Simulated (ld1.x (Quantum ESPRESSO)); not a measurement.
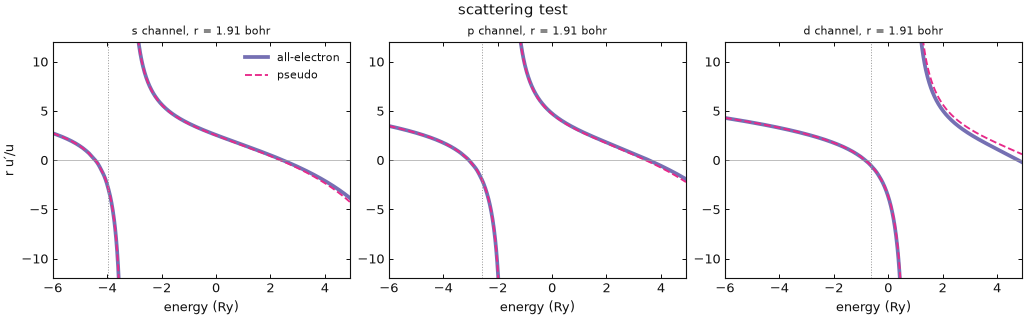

Logarithmic derivatives r u′/u at the test radius against energy, all-electron atom (solid) and pseudo-atom (dashed). Here u = r R(r). The dotted line marks the reference energy of the channel.

Calcium, norm-conserving RRKJ (Kleinman–Bylander form), made with ld1.x (Quantum ESPRESSO) 7.5 (PBE, scalar-relativistic). Core [Ne], reference 3s2 3p6 3d0 4s1 4p0 (charge +1). Waves: 3s (bound): rc 1.30 bohr; 3d (bound, empty): rc 1.75 bohr; 3p (bound): rc 1.35 bohr. Local part: the p channel. Core correction: Bessel-smoothed model core inside 0.60 bohr. rho0 = 0.005.

At which energies does the logarithmic derivative pass through zero?

s: all-electron -4.4 and 2.4 Ry, pseudo -4.4 and 2.4 Ry; p: all-electron -3.1 and 3.6 Ry, pseudo -3.1 and 3.4 Ry; d: all-electron -0.8 and 4.8 Ry, pseudo -0.8 Ry.

Where are the poles, the energies at which the radial function vanishes at the test radius?

s: all-electron at -3.3 Ry, pseudo at -3.3 Ry; p: all-electron at -1.7 Ry, pseudo at -1.7 Ry; d: all-electron at 0.8 Ry, pseudo at 0.8 Ry.

Is there a sign of a ghost state?

The plot shows none: pseudo and all-electron curves have the same branches in all channels drawn. The separate test gives: no ghost state below the valence levels in the s, d, p, f channels.
